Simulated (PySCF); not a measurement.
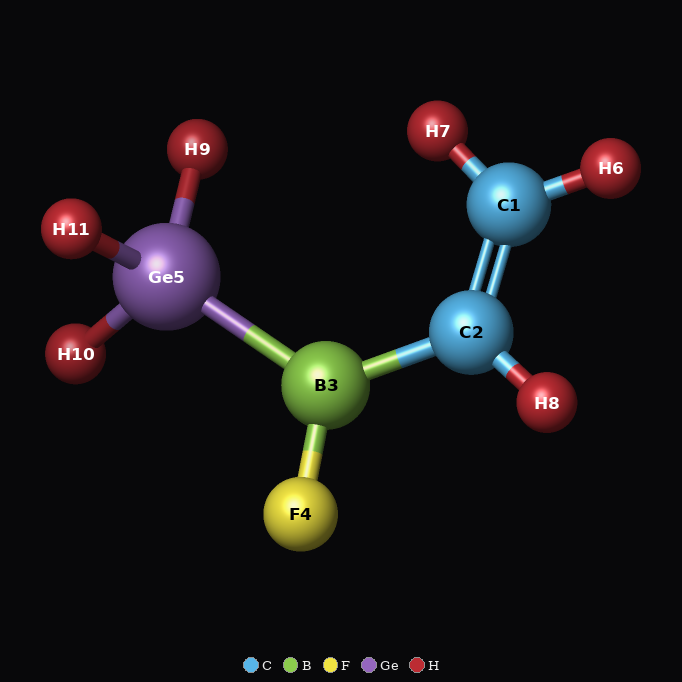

The computed structure is the end point of a GFN2-xTB optimisation. No frequency run is at hand to confirm it as a minimum. Properties computed with B3LYP/pcJ-1 (pcSseg-1 on Ge) indirect spin-spin coupling, non-relativistic, gas phase (PySCF 2.14.0). Isotopes: 11B, 13C, 19F, 1H.

Give the spin–spin coupling constants of these pairs, with the number of bonds between them: B3/F4, C1/B3, C2/F4, B3/H10, F4/H10, F4/H8.

```
   pair  bonds apart  J (Hz)
 B3, F4            1  −202.1
 C1, B3            2     7.3
 C2, F4            2    23.4
B3, H10            2     4.9
F4, H10            3    −2.1
 F4, H8            3     8.9
```

Density functionals are unreliable for couplings to fluorine, so those rows may be far off.

The geometry is semi-empirical. Around B, Ge such bond lengths and angles can be off by a tenth of an ångström or more and by several degrees, and values that hang on the shape move with them.
